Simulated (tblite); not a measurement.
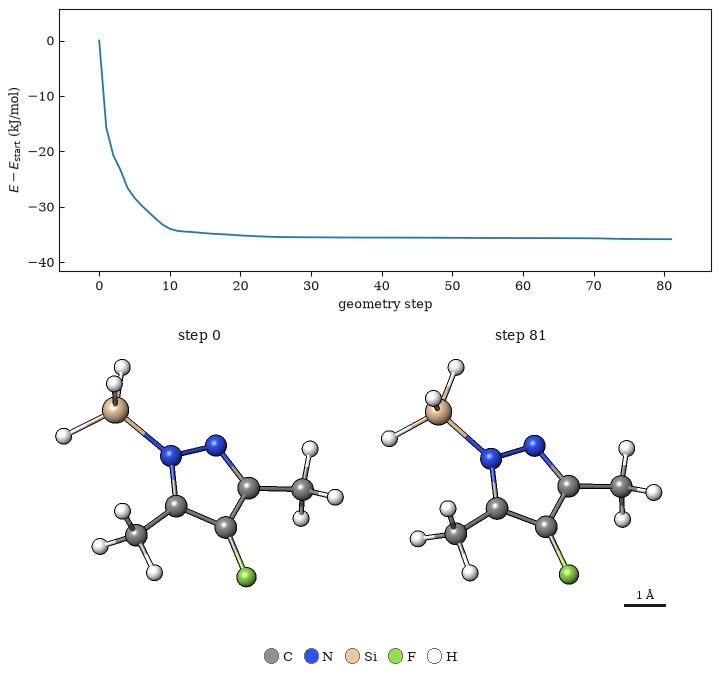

First and last geometry of a relaxation of C5H9FN2Si, with the history of the run. Style: ball-and-stick. Shown at a tilt.

The calculation used GFN2-xTB geometry optimisation, gas phase in tblite. 

### Read the history and describe the run.

It converged. The largest move after the best rigid fit is that of an H atom, 0.37 Å. Largest moves by element: H 0.37 Å, C 0.10 Å, Si 0.09 Å, F 0.08 Å, N 0.07 Å. Some distances before and after: N–Si 1.803 → 1.756 Å, C–C 1.372 → 1.412 Å, H–Si 1.490 → 1.451 Å, C–H 1.116 → 1.087 Å. Bond angles that change, for instance: H–Si–H 107.3° → 114.5°, N–Si–H 114.1° → 107.1°, C–C–C 124.3° → 130.9°. The energy falls by 35.8 kJ/mol in 81 geometry steps. The run took 1 s on 1 thread of Arm Neoverse N1, on a shared host.
